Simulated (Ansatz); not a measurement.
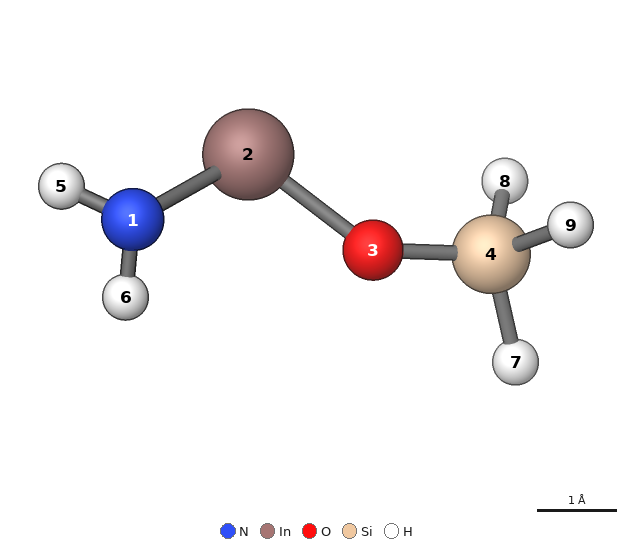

The atoms are numbered. State: neutral, doublet. The computed structure is the end point of a PBE0-D4/def2-TZVP optimisation.

Give the bond lengths.

```csv
bond,length (Å)
N1–In2,2.075
N1–H5,1.015
N1–H6,1.017
In2–O3,2.006
O3–Si4,1.624
Si4–H7,1.490
Si4–H8,1.495
Si4–H9,1.491
```
